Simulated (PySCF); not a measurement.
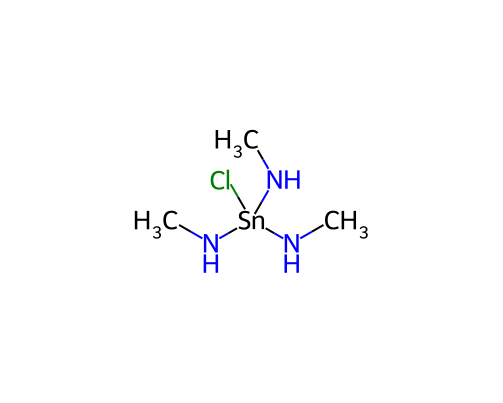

Structural formula above. The computed structure is the end point of a PBE0-D3(BJ)/def2-SVP optimisation. No frequency run is at hand to confirm it as a minimum.

What does the molecule look like in three dimensions?

It has 20 atoms: 3 carbon, 12 hydrogen, 1 chlorine, 3 nitrogen and 1 tin (C₃H₁₂ClN₃Sn). As SMILES it reads `C[NH][Sn]([Cl])([NH]C)[NH]C`. This geometry has C1 symmetry. Coordination, clear cases only: 1 Sn tetrahedral; 3 C tetrahedral.

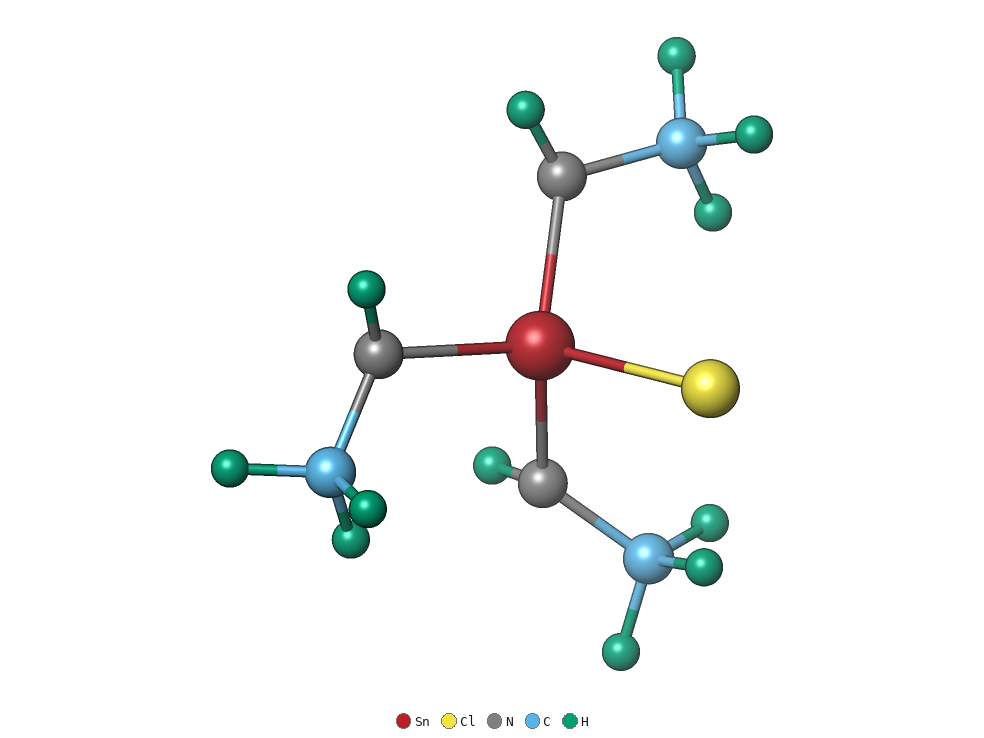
